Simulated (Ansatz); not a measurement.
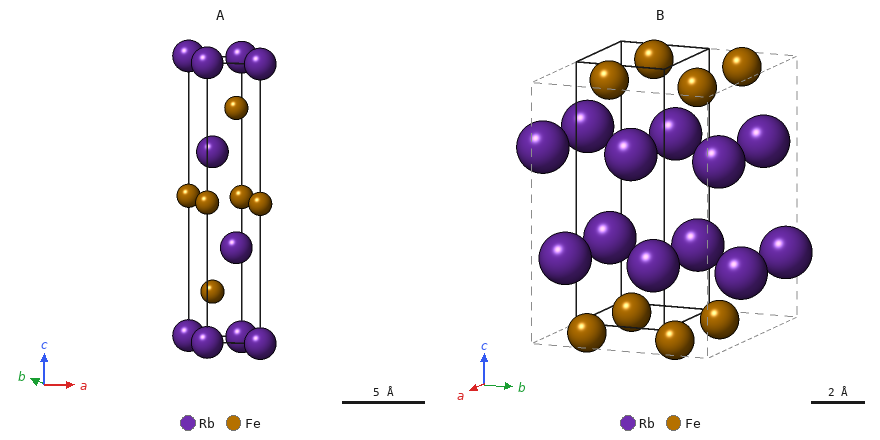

Two structures of RbFe, each relaxed to rest (conventional cells in solid outline, small ones repeated, not to one scale). Method: DFT PBE, scalar-relativistic, plane waves, PAW in Ansatz 0.2.0, with collinear spins.

### Which structures are these?

A: 6 atoms a cell on a rhombohedral (trigonal R) lattice, R-3m. B: 4 atoms a cell on a primitive orthorhombic lattice, Pmma.

### Which is the more stable form at this level of theory?

B is lower, by 500 meV/atom at this level of theory (energies at zero smearing). Volumes: A 27.7, B 39.1 Å³/atom.

One or both may be structure types tried for this composition rather than known phases.
